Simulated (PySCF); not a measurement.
**C$_{3}$H$_{3}$NS, SMILES `C#CC(N)=S`: what the electrons do**

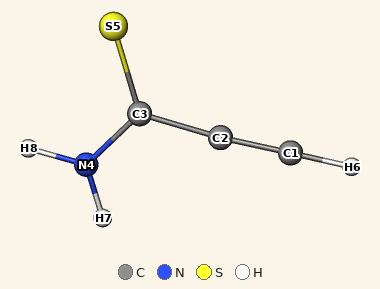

The molecule, with its atoms numbered as below. No frequency check shows the geometry to be a minimum.

Coordinates in Å:

```
C1      -2.3692   -0.5131    0.0000
C2      -1.2461   -0.0836    0.0000
C3       0.1083    0.3147    0.0000
N4       0.3722    1.6339    0.0000
S5       1.3011   -0.8198    0.0000
H6      -3.3523   -0.8805    0.0000
H7      -0.3626    2.3210    0.0000
H8       1.3339    1.9312    0.0000
```

## 1. Bonding charge

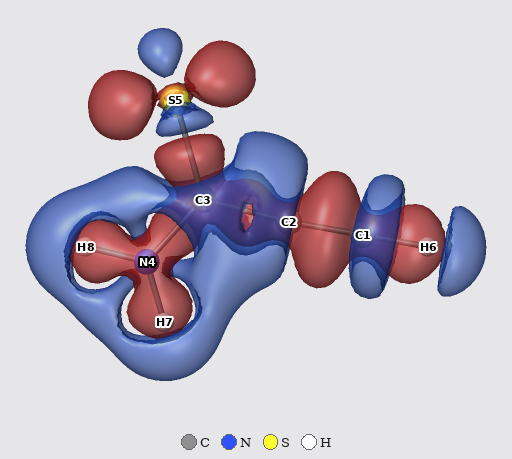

Deformation density (molecule less spherical, spin-averaged free atoms at the same positions), surfaces at ±0.04 e/Å³; red: gain, blue: loss.

PySCF calculation, B3LYP/6-311G**, gas phase; geometry: GFN2-xTB.

Question: Describe the bonding that the map shows.

Answer: N4–H8: +0.83 e/Å³ at the bond critical point (bond length 1.01 Å, Mayer order 0.9). N4–H7: +0.83 e/Å³ at the bond critical point (bond length 1.01 Å, Mayer order 0.9). C1–C2: +0.80 e/Å³ at the bond critical point (bond length 1.20 Å, Mayer order 2.7). C1–H6: +0.78 e/Å³ at the bond critical point (bond length 1.05 Å, Mayer order 1.0). C2–C3: +0.59 e/Å³ at the bond critical point (bond length 1.41 Å, Mayer order 1.0). C3–N4: +0.40 e/Å³ at the bond critical point (bond length 1.34 Å, Mayer order 1.2). C3–S5: +0.09 e/Å³ at the bond critical point (bond length 1.65 Å, Mayer order 1.8); up to 0.6 Å beside the axis the gain reaches +0.49 e/Å³. In all, 2.0 electrons gather in the regions of gain relative to the promolecule. A small or negative value marks a very polar bond, one between electron-rich atoms, whose free-atom densities already overlap strongly, a long bond to a heavier atom, or a closed-shell contact such as a hydrogen bond.

Question: Where do the Hirshfeld charges lie?

Answer: The highest Hirshfeld charge is on H7 (+0.15 e), the lowest on S5 (−0.22 e).

```json
{"atom": "C1", "charge (e)": "−0.07"}
{"atom": "C2", "charge (e)": "−0.04"}
{"atom": "C3", "charge (e)": "+0.07"}
{"atom": "N4", "charge (e)": "−0.13"}
{"atom": "S5", "charge (e)": "−0.22"}
{"atom": "H6", "charge (e)": "+0.10"}
{"atom": "H7", "charge (e)": "+0.15"}
{"atom": "H8", "charge (e)": "+0.14"}
```

## 2. Bond critical points

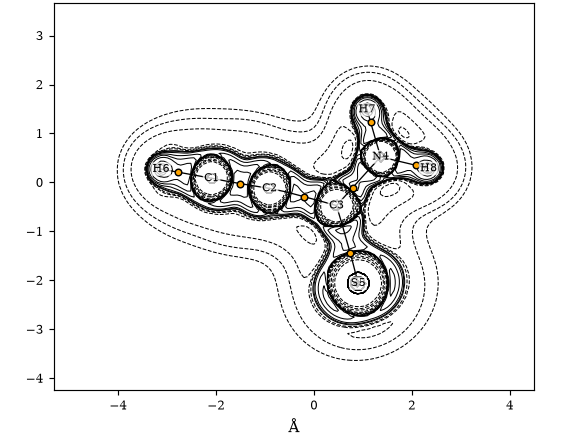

Negative Laplacian of the density (−∇²ρ) in the molecular plane (solid lines positive, dashed lines negative, contours at ±0.02 to ±8 a.u.), with bond paths and bond critical points (dots).

Question: At which bond critical points in this plane is charge locally concentrated, and at which depleted?

Answer: Concentrated (∇²ρ < 0): C1–C2 (−1.21 a.u.); N4–H7 (−1.67 a.u.); N4–H8 (−1.71 a.u.); C3–N4 (−0.89 a.u.); C1–H6 (−1.11 a.u.); C2–C3 (−0.84 a.u.); C3–S5 (−0.06 a.u.). At none is it depleted.

Question: Where along N4–H8 does the critical point lie?

Answer: 0.74 Å from N4 and 0.26 Å from H8.

## 3. Local ionisation energy

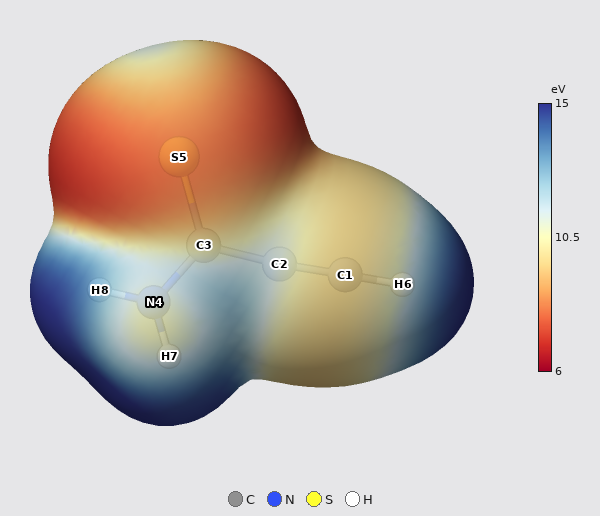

Average local ionisation energy on the surface of electron density 0.001 a.u.

Question: Locate the minima of the map.

Answer: The lowest value is 7.0 eV, 2.1 Å from H8. Further minima include 7.0 eV, 2.3 Å from S5; 9.4 eV, off the C1–C2 bond (2.1 to 2.3 Å from its atoms); 10.5 eV, off the molecular plane, over N4 (1.9 Å), and at like points elsewhere. For comparison, the highest occupied orbital lies at −6.1 eV.

## 4. Removing or adding an electron

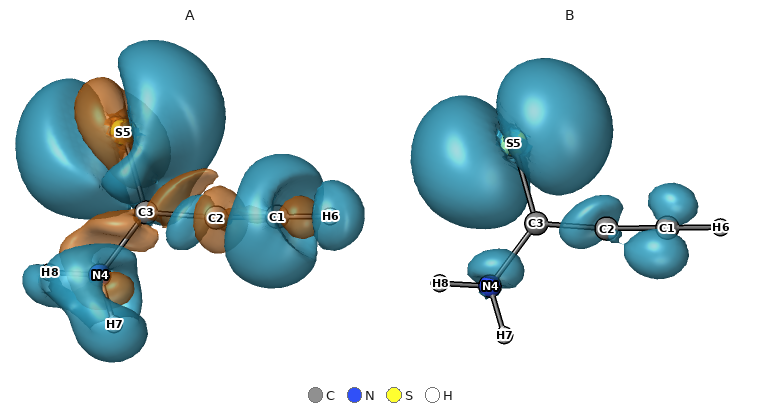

The Fukui function f⁻ from two separate SCF calculations and the density of the HOMO, at ±0.015 e/Å³ (light blue positive, orange negative).

Computed with PySCF, r2SCAN/aug-cc-pVDZ, geometry: GFN2-xTB.

Question: Which panel is which, and how good is the frozen-orbital picture?

Answer: A is f⁻ (it has negative regions), B the HOMO density. The HOMO lies on S5 (82 %) and C3 (6 %); f⁻ (Hirshfeld-condensed) is largest on S5 (0.54); the vertical ionisation energy is 8.44 eV (the stability of the cation's solution wasn't checked). Relaxation shifts 28 % of the electron between atoms. The orbital energy is −5.45 eV.

## 5. Localised orbitals

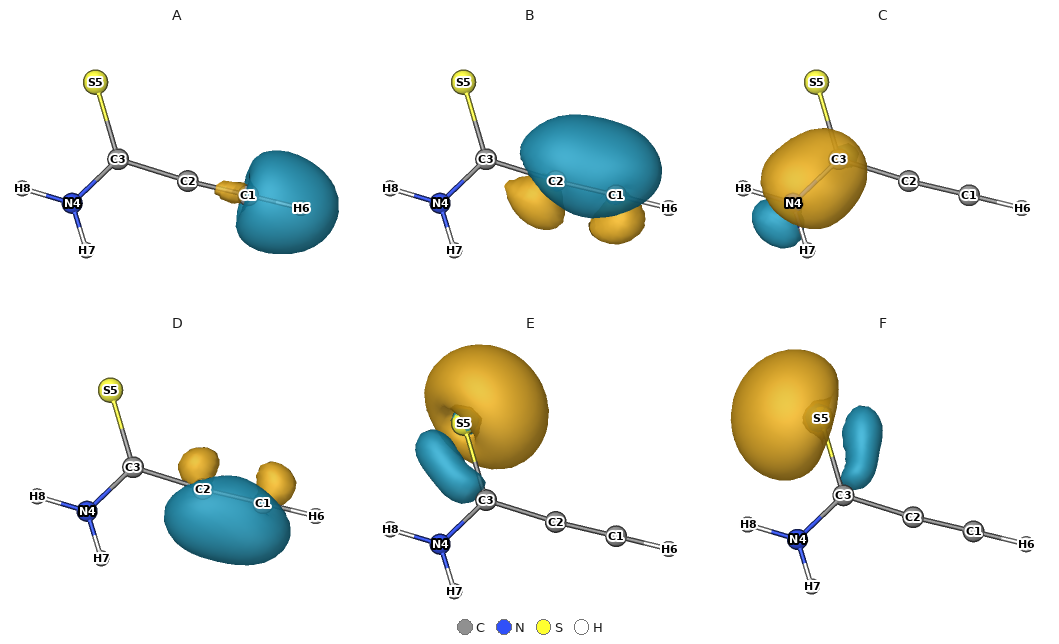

Localised orbitals, occupied; each surface holds about 80 % of the orbital's density. Energies are diagonal elements of the Fock matrix.

PySCF calculation, PBE0/def2-SVPD, gas phase; geometry: GFN2-xTB.

Question: Identify each orbital.

Answer: By panel:
- A: σ bond C1–H6 (C1 59 %, H6 41 %; −16.0 eV)
- B: bent (banana) bond C2–C1 (C2 49 %, C1 48 %; −12.9 eV)
- C: bent (banana) bond N4–C3 (N4 69 %, C3 30 %; −16.0 eV)
- D: bent (banana) bond C1–C2 (C1 50 %, C2 49 %; −12.8 eV)
- E: lone pair on S5 (sp1.4-type) (S5 98 %; −10.6 eV)
- F: lone pair on S5 (sp1.6-type) (S5 97 %; −10.4 eV)

Question: Which localisation scheme gives orbitals like these: Pipek–Mezey, IBO or Foster–Boys?

Answer: Foster–Boys: it mixes σ and π into equivalent bent bonds, while the other two keep them apart.

## 6. The π system

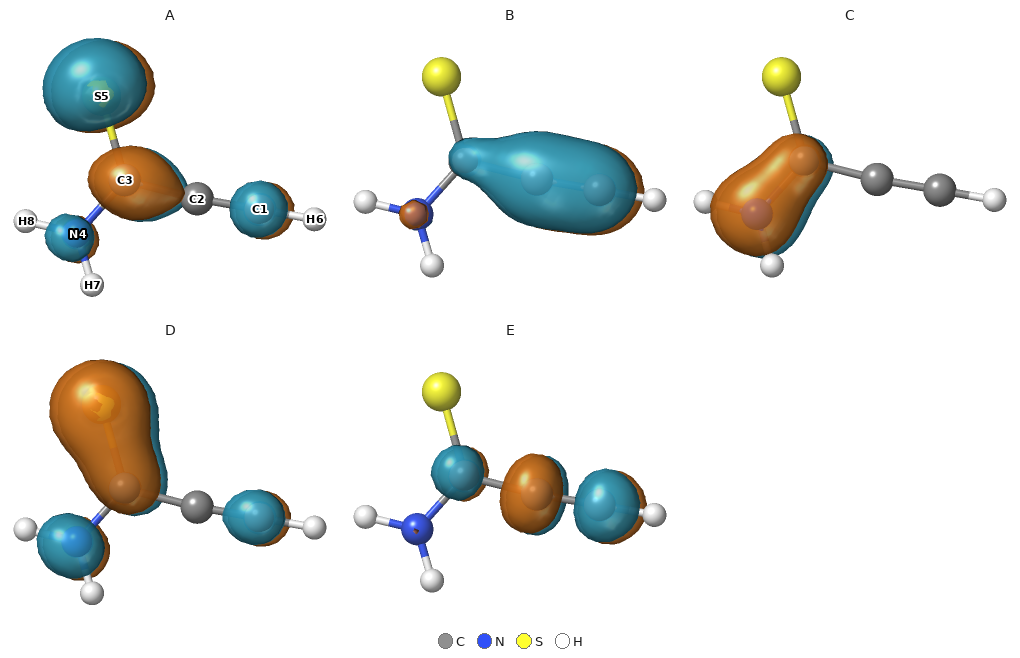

Natural orbitals of the π active space, CASSCF(6,5), triplet state at the geometry of the singlet, in random order. The active space holds only one of the two perpendicular π systems.

Level of theory: def2-SVP basis (PySCF), at a geometry from GFN2-xTB.

Question: Which orbitals are strongly, which singly and which weakly occupied?

Answer: Strongly: C (2.00), B (1.94). About singly: D (1.01), A (0.99). Weakly: E (0.06). Broadly, orbitals with more nodes between bonded atoms hold fewer electrons.

Question: Where does the lowest triplet lie relative to the singlet, at this geometry and within this active space?

Answer: 3.10 eV above it by strongly contracted NEVPT2 (+2.88 eV by CASSCF); a small basis tends to put such gaps a few tenths of an eV too high. This is a vertical energy for π states alone; a state that uses lone pairs or σ orbitals may lie lower.
